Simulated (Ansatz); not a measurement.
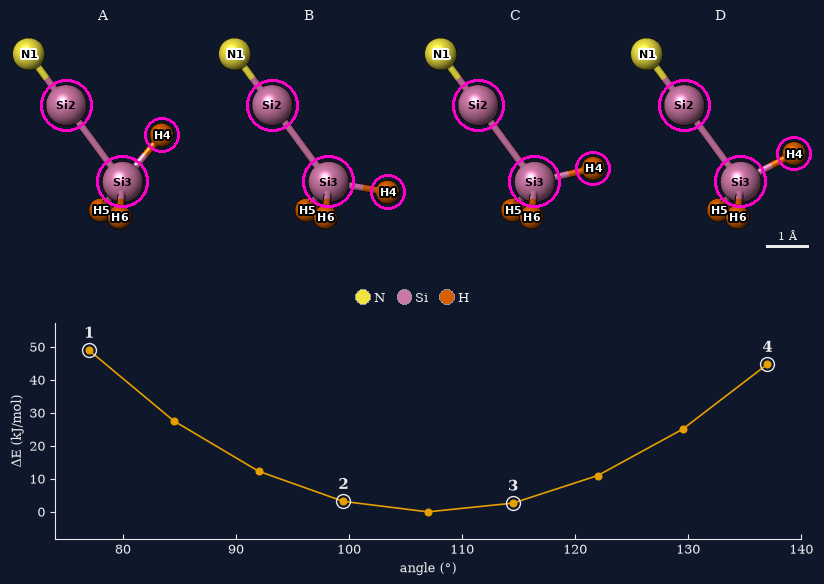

Energy scan for Si2NH3, in which the H4–Si3–Si2 angle is varied, with the rest of the molecule carried along rigidly. The frames are shuffled; the numbered points of the plot belong to them. The picture is a ball-and-stick view, seen onto the plane of the angle. The ringed atoms are those of the scanned coordinate.

Single-point energies from Ansatz with B3LYP-D4 in the def2-TZVPP basis, on geometries moved rigidly from the minimum at PBE0-D4/def2-TZVP. Energies are counted from the PBE0-D4/def2-TZVP minimum geometry at the same level.

**Which frame belongs to which numbered point?**

Point 1 is frame A (the angle 77.0°, 49.0 kJ/mol); 2 is frame D (the angle 99.5°, 3.2 kJ/mol); 3 is frame C (the angle 114.5°, 2.6 kJ/mol); 4 is frame B (the angle 137.0°, 44.7 kJ/mol). Of the computed points the lowest is at the angle 107.0°, 0.0 kJ/mol. The end points stand at 49.0 kJ/mol (77.0°) and 44.7 kJ/mol (137.0°). The curvature at the lowest point is about 3.5 eV/rad².
